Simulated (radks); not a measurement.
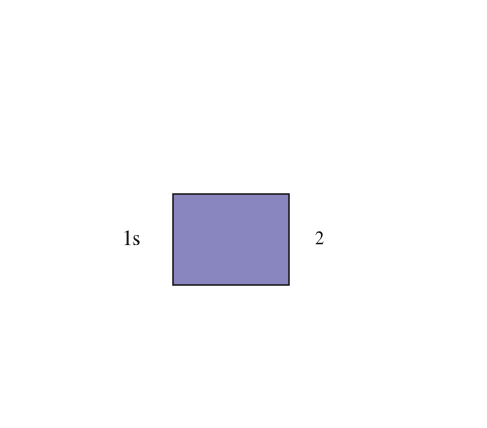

**Figure 1.** The outer shells as the input fills them: a box for each of the 2l + 1 orbitals, shaded by the share of the shell that is filled, with the electron count at the right.

Atomic calculation, with input and output: H⁻

- system: the hydrogen ion H⁻ in the configuration 1s2. A Watson sphere of charge 1 and radius 2.77 bohr holds the anion.
- method: non-relativistic Kohn-Sham, PBE, spin-unpolarised, spherical densities, point nucleus (the in-house radial solver radks)

### Input
```
Z 1
configuration [He]
relativity non-relativistic
functional pbe,pbe
spin unpolarised
nucleus point
watson charge 1 radius 2.77 bohr
response adiabatic LDA kernel
```

Energies in input and log are in hartree, lengths in bohr.

### Log
```
1s      1   2.0000          -0.19939488
Etot -1.1913159494501586
Ekin 0.6065219034754443
Encl -2.2334439885413953
Eh 0.9351576935418369
Exc -0.49955155792604455
err 6.394092456319677e-10
it 16
```

### Orbitals

| orbital | occupation | energy (eV) | ⟨r⟩ (bohr) | outer maximum (bohr) |
| --- | --- | --- | --- | --- |
| 1s | 2 | −5.426 | 2.021 | 1.25 |

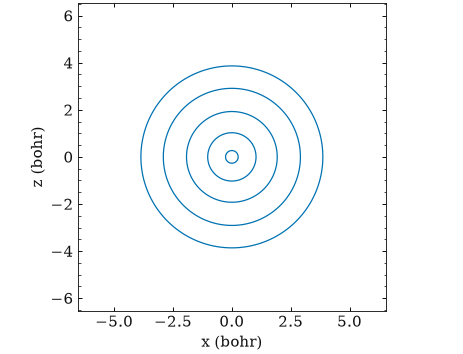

**Figure 2.** The 1s orbital. In the xz plane through the nucleus, contours of ψ are drawn, solid for positive and dashed for negative values, each about twice the one before. The radial function comes from the spherical calculation and is multiplied by a real spherical harmonic; the overall sign is chosen so that the largest lobe of P(r) is positive. It has no angular node and no radial node. The maximum of P² lies at 1.25 bohr, ⟨r⟩ = 2.02 bohr, 90 % of the charge lies within 3.63 bohr, and the eigenvalue is −5.43 eV, with 2 electrons in the shell.

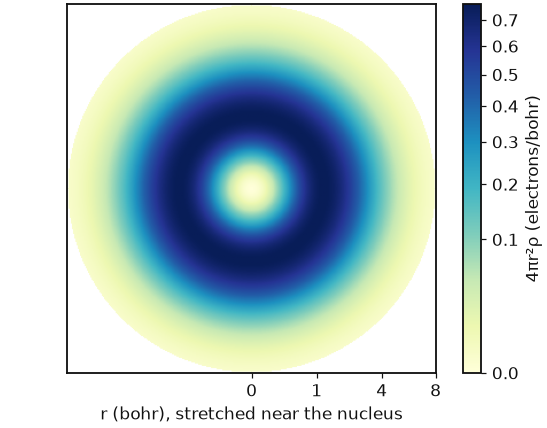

**Figure 3.** The radial density 4πr²ρ as a disc about the nucleus, with the radius drawn as r to the power 0.5. There is one bright ring, at r = 1.25 bohr.

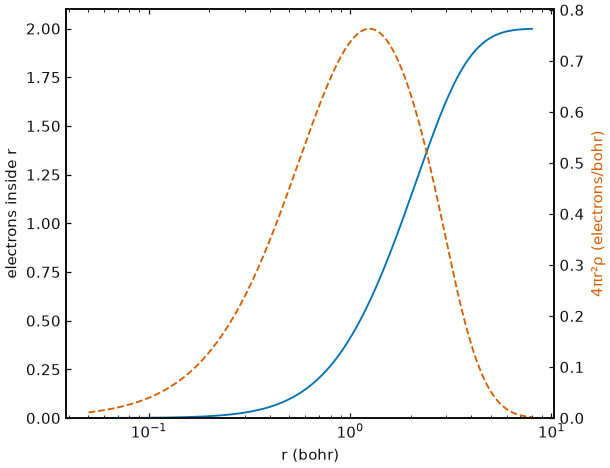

**Figure 4.** The number of electrons inside radius r (solid) and the radial density 4πr²ρ (dashed). The count levels off at 2 electrons. Half of them lie within 1.80 bohr, 90 % within 3.64 bohr and 99 % within 5.74 bohr. The radial density has a single maximum, so no shell boundary shows.

### Results in brief

| quantity | value |
| --- | --- |
| outcome | converged |
| total energy (with the Watson sphere's term) | −1.191316 hartree |
| kinetic energy | 0.606522 hartree |
| electron–nucleus energy (with the Watson sphere's term) | −2.233444 hartree |
| Hartree energy | 0.935158 hartree |
| exchange–correlation energy | −0.499552 hartree |
| radius at density 0.001 e/bohr³ | 3.77 bohr |
| SCF iterations | 16 |
| hardware | 1 CPU thread, shared host |

### Notes

The sphere shifts the levels inside it by its charge over its radius, about 10 eV.
